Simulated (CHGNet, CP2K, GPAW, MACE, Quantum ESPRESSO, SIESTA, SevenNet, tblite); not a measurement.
**Other levels on random rock-salt (Ti, Nb, Ta, Hf)C solid solution (64 atoms)**

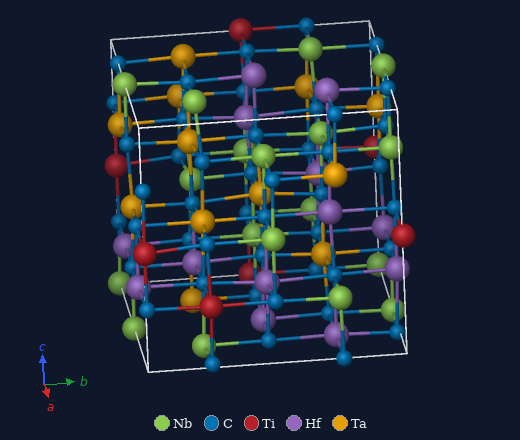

The cell (niobium green, carbon blue, titanium red, hafnium purple, tantalum orange). Some periodic images of atoms are drawn too.

The cell holds 64 atoms: 11 Nb, 32 C, 3 Ti, 9 Hf and 9 Ta. Cell: a = 8.990 Å, b = 8.990 Å, c = 8.990 Å, α = 90.0°, β = 90.0°, γ = 90.0°. Rock-salt lattice (a = 4.495 Å, the mean of the end members), 2 x 2 x 2 cells, metal sites filled at random with 3 Ti, 11 Nb, 9 Ta, 9 Hf; every coordinate displaced by a Gaussian of 0.05 Å. Then every atom was moved at random, 0.02 Å r.m.s. a Cartesian component.

Geometry: as built.

The reference, a calculation:

```
method                 : Kohn-Sham DFT, PBE, SSSP efficiency 1.3.0 pseudopotentials, plane waves (Quantum ESPRESSO 7.5); sssp-pbe-1.3.0-efficiency, cutoffs 60/480 Ry, Γ point
r.m.s. force component : 1.088 eV/Å
longest force          : 5.203 eV/Å
pressure               : 5.26 GPa
time                   : 3.5 min on 4 MPI ranks of Arm Neoverse V2, shared host
CPU time               : 14 min
```

Q: Estimate the differences from the reference, the CPU time and the memory of each run.
- SIESTA PBEsol, DZP, shift 0.01 Ry, mesh 500 Ry (SIESTA 5.4.2; 2 MPI ranks)
- CP2K PBE, DZVP-MOLOPT-SR, 400/50 Ry, diagonalisation (CP2K 2026.2; 4 MPI ranks)
- CHGNet 0.3.0 potential (CHGNet 0.3.0; 1 thread)
- SIESTA PBE, DZP, shift 0.01 Ry, mesh 500 Ry (SIESTA 5.4.2; 2 MPI ranks)
- QE PBE, gbrv-1.5, 40/200 Ry (Quantum ESPRESSO 7.5; 2 MPI ranks)
- MACE MPA-0 medium potential (MACE MPA-0 medium; 1 thread)
- SIESTA PBE, DZP, shift 0.04 Ry, mesh 500 Ry (SIESTA 5.4.2; 2 MPI ranks)
- CP2K PBE, DZVP-MOLOPT-SR, 800/70 Ry, diagonalisation (CP2K 2026.2; 4 MPI ranks)
- SevenNet l3i5 potential (SevenNet l3i5; 1 thread)
- GPAW PBE, LCAO dzp, h 0.28 Å (GPAW 26.7.0; 1 thread)

Differences are against the plane-wave reference, forces as r.m.s. over components; share is that over the reference's r.m.s. force, slope the least-squares factor from reference forces to these. Total energies of different programs have different zeros and aren't compared.

```tsv
run	Δ force, r.m.s. (meV/Å)	share (%)	slope	Δ pressure (GPa)	cores	CPU time	memory (GiB)
reference	-	-	-	-	4	14 min	3.5
SIESTA PBEsol, DZP, shift 0.01 Ry, mesh 500 Ry	71.5	6.58	0.986	-5.35	2	13 min	2.4
CP2K PBE, DZVP-MOLOPT-SR, 400/50 Ry, diagonalisation (coarse)	66.2	6.08	0.980	-3.50	4	13 min	5.0
CHGNet 0.3.0 potential	474	43.6	0.603	2.72	1	3 s	0.93
SIESTA PBE, DZP, shift 0.01 Ry, mesh 500 Ry	69.3	6.37	1.003	2.18	2	13 min	2.4
QE PBE, gbrv-1.5, 40/200 Ry	15.8	1.45	1.004	-0.977	2	6.1 min	1.1
MACE MPA-0 medium potential	250	23.0	0.876	3.06	1	6.7 s	1
SIESTA PBE, DZP, shift 0.04 Ry, mesh 500 Ry (coarse)	94.4	8.68	0.943	-6.87	2	5.9 min	1.6
CP2K PBE, DZVP-MOLOPT-SR, 800/70 Ry, diagonalisation	66.1	6.08	0.980	-3.50	4	15 min	7.0
SevenNet l3i5 potential	377	34.6	0.774	3.75	1	8.2 s	1.3
GPAW PBE, LCAO dzp, h 0.28 Å (coarse)	162	14.9	1.103	-	1	5.6 min	0.98
```

Rows marked coarse were listed beforehand as settings not expected to be converged; some can still land near the reference.

Times of the machine-learned potentials are mostly Python's start and the loading of weights.

CPU time is summed over cores on a shared host, where runs went side by side, so it is rough. Symmetry, cutoffs, thresholds, outputs and thread counts weren't matched or tuned between programs; memory under MPI is the largest rank's times the ranks.

PBE on plane waves or a grid with other potentials, cutoffs or grids, coarse settings apart, differs from the reference by 1.4 % (QE PBE, gbrv-1.5, 40/200 Ry) of the r.m.s. force; this holds the reference's own error, so differences of a few per cent don't tell which side is nearer the exact PBE result. The PBE runs in local orbitals, coarse settings apart, differ by 6.1 % (CP2K PBE, DZVP-MOLOPT-SR, 800/70 Ry, diagonalisation) to 6.4 % (SIESTA PBE, DZP, shift 0.01 Ry, mesh 500 Ry); basis, grid and potentials can all enter. Machine-learned potentials differ by 23 % (MACE MPA-0 medium potential) to 44 % (CHGNet 0.3.0 potential); they were trained on other programs' data. Among those trained on PBE data the slope goes as low as 0.60, which softening far from their training structures can give, though the reference's k-sampling is untested too. Rows with another functional or a dispersion term differ by 6.6 % (SIESTA PBEsol, DZP, shift 0.01 Ry, mesh 500 Ry), which mixes the change of model with differences of basis and potentials. Machine-learned potentials mimic data converged in k, so the reference's own k-point error enters their differences. The electronic-structure runs sample only Γ, in a cell whose shortest periodic width is 9 Å, which is coarse for a cell with partly filled levels.

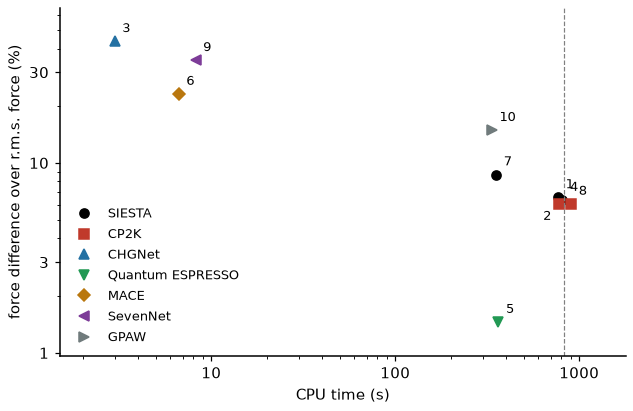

Force difference against CPU time; the dashed line marks the reference's time. Points: 1 SIESTA PBEsol, DZP, shift 0.01 Ry, mesh 500 Ry; 2 CP2K PBE, DZVP-MOLOPT-SR, 400/50 Ry, diagonalisation; 3 CHGNet 0.3.0 potential; 4 SIESTA PBE, DZP, shift 0.01 Ry, mesh 500 Ry; 5 QE PBE, gbrv-1.5, 40/200 Ry; 6 MACE MPA-0 medium potential; 7 SIESTA PBE, DZP, shift 0.04 Ry, mesh 500 Ry; 8 CP2K PBE, DZVP-MOLOPT-SR, 800/70 Ry, diagonalisation; 9 SevenNet l3i5 potential; 10 GPAW PBE, LCAO dzp, h 0.28 Å.

[Logs are printed without paths, hosts, clocks, repeated set-up lines and the standing remarks that a program may print on its own settings, such as how far it seeks lower states.]

[Hosts, paths, dates, database ids (printed as entryN), source tags and the programs' standing remarks are cut or masked in the printed files.]
